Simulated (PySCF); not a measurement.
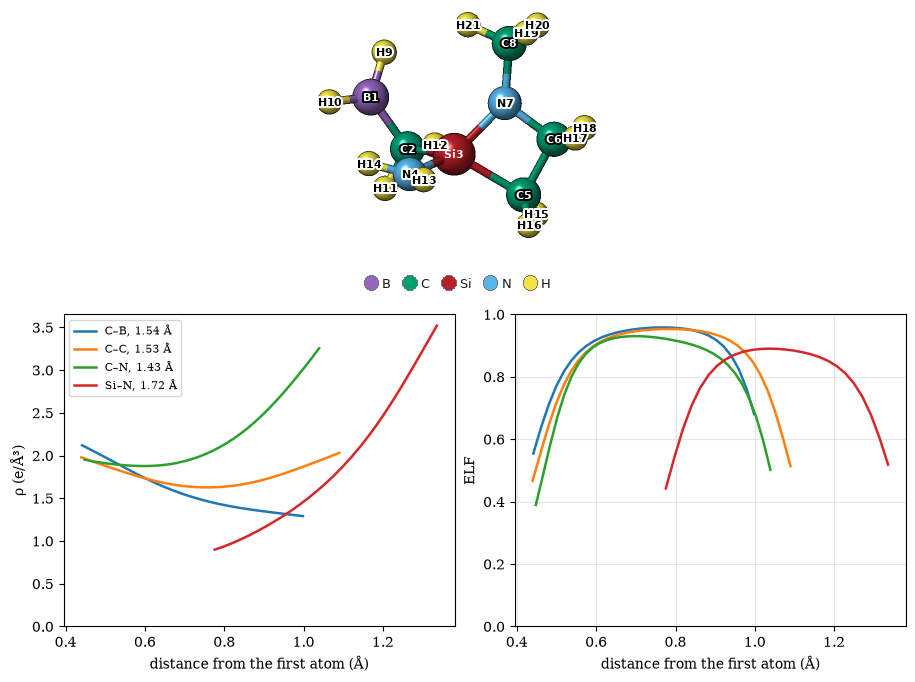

*C$_{4}$H$_{13}$BN$_{2}$Si. Electron density and ELF along straight lines between neighbouring atoms. The curves leave out the atomic cores. The structure is drawn too.*

Geometry: GFN2-xTB.

These are results of PySCF 2.14.0, PBE0/pcSseg-1, SCF density, gas phase, non-relativistic, not measurements.

```xyz
21

B     2.3641    0.1760    1.2561
C     2.0224   -0.6163   -0.0145
Si    0.3721    0.1714   -0.5886
N     0.7835    1.7583   -1.1214
C    -0.8212   -0.7402   -1.7719
C    -1.8545   -0.7509   -0.6443
N    -1.0295   -0.1202    0.3713
C    -1.5134    0.0956    1.7029
H     2.0239   -0.2024    2.3106
H     2.9333    1.1987    1.1792
H     2.7171   -0.4850   -0.8382
H     1.8536   -1.6784    0.1341
H     0.0903    2.4007   -1.4679
H     1.5723    2.2412   -0.7278
H    -0.5446   -1.7354   -2.1001
H    -1.1371   -0.1716   -2.6384
H    -2.7486   -0.1566   -0.8667
H    -2.1749   -1.7549   -0.3465
H    -2.3735    0.7768    1.7055
H    -1.8257   -0.8493    2.1624
H    -0.7185    0.5322    2.3037
```

Q: What can be read from the curves?

A: C–B (1.54 Å): ρ is about 1.5 e/Å³ halfway; the ELF peaks at about 0.95 between the atoms: a covalent bond.
C–C (1.53 Å): the density is about 1.6 e/Å³ at the midpoint; the ELF peaks at about 0.95 between the atoms, as expected for localised, covalent bonding.
C–N (1.43 Å): the density is about 2 e/Å³ at the midpoint; the ELF peaks at about 0.95 between the atoms (a shared electron pair).
Si–N (1.72 Å): the density is about 1.1 e/Å³ at the midpoint; the ELF peaks at about 0.90 between the atoms; a polar covalent bond.
